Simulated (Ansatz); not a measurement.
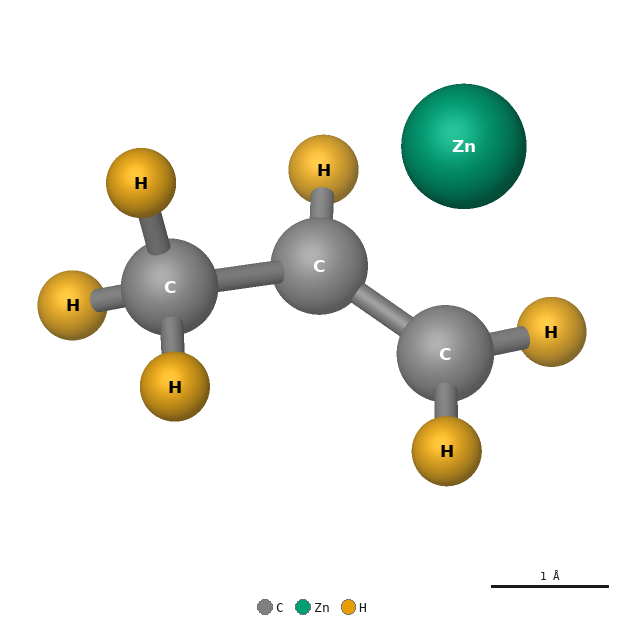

The structure as it stands in the input.

Input file:

```yaml
crystal:
  periodic: [false, false, false]
  atoms:
    - {symbol: C, position_ang: [-0.979918, 0.858744, -0.442778]}
    - {symbol: C, position_ang: [-0.328026, 0.280320, 0.556946]}
    - {symbol: C, position_ang: [0.297899, -1.069164, 0.502296]}
    - {symbol: Zn, position_ang: [2.427189, 1.124665, -1.858423]}
    - {symbol: H, position_ang: [-1.112134, 0.357563, -1.396999]}
    - {symbol: H, position_ang: [-1.407680, 1.849620, -0.344318]}
    - {symbol: H, position_ang: [-0.222215, 0.822049, 1.495020]}
    - {symbol: H, position_ang: [-0.107617, -1.723465, 1.280262]}
    - {symbol: H, position_ang: [1.377491, -1.005983, 0.677902]}
    - {symbol: H, position_ang: [0.138113, -1.545648, -0.466810]}
basis:
  gaussian: {orbitals: 6-31G}
total_charge: 1
magnetization: {spin_polarized: true, initial_magnetization: 1}
hamiltonian: {xc: {name: CAM-B3LYP}, dispersion: d3bj}
```

It was started with:

```sh
ansatz run in.yaml --threads 4 --pin off --events-out ev --progress --plain --max-ram 10444MiB
```

Result:

```
Functional definition: CAM-B3LYP
  name "CAM-B3LYP"
  cite "Yanai, Tew & Handy, Chem. Phys. Lett. 393, 51 (2004) doi:10.1016/j.cplett.2004.06.011"
  cite "Iikura, Tsuneda, Yanai & Hirao, J. Chem. Phys. 115, 3540 (2001) doi:10.1063/1.1383587"
  cite "Becke, Phys. Rev. A 38, 3098 (1988) doi:10.1103/PhysRevA.38.3098"
  cite "Lee, Yang & Parr, Phys. Rev. B 37, 785 (1988) doi:10.1103/PhysRevB.37.785"
  cite "Vosko, Wilk & Nusair, Can. J. Phys. 58, 1200 (1980) doi:10.1139/p80-159"
  parameter alpha = 0.19
  parameter beta = 0.46
  parameter omega = 0.33/bohr
  parameter ac = 0.81
  # Exact exchange under (alpha + beta erf(omega r))/r, Becke's under what is left of 1/r.
  exchange = (1 - alpha - beta)*b88_x + beta*b88_x_sr(omega) + alpha*exact_x + beta*exact_x_lr(omega)
  correlation = (1 - ac)*vwn5_c + ac*lyp_c
860 factors; integrals over basis functions are off by at most 2.5e-4 eV
277 factors; integrals over basis functions are off by at most 4.8e-4 eV
mean field evaluation 1: about -51586.7016 eV, gradient 5.6e1 eV
mean field evaluation 2: about -51345.8788 eV, gradient 1.3e2 eV
mean field evaluation 4: about -51609.2536 eV, gradient 1.2e1 eV
mean field evaluation 8: about -51610.0969 eV, gradient 6.8e-1 eV
mean field evaluation 16: about -51610.2543 eV, gradient 1.3e-2 eV
mean field -51610.25429625 eV, -1896.6418627005 hartree, gradient 5.9e-5 eV, S^2 0.754737; 0 other end points of the search recorded, 0 dependent functions left out
reference -51610.25441061 eV, -1896.6418669032 hartree; 27, 26 occupied and 41, 42 virtual orbitals, 860 factors
Total energy: -51610.41775079 eV, -1896.6478695440 hartree
```

The run converged.
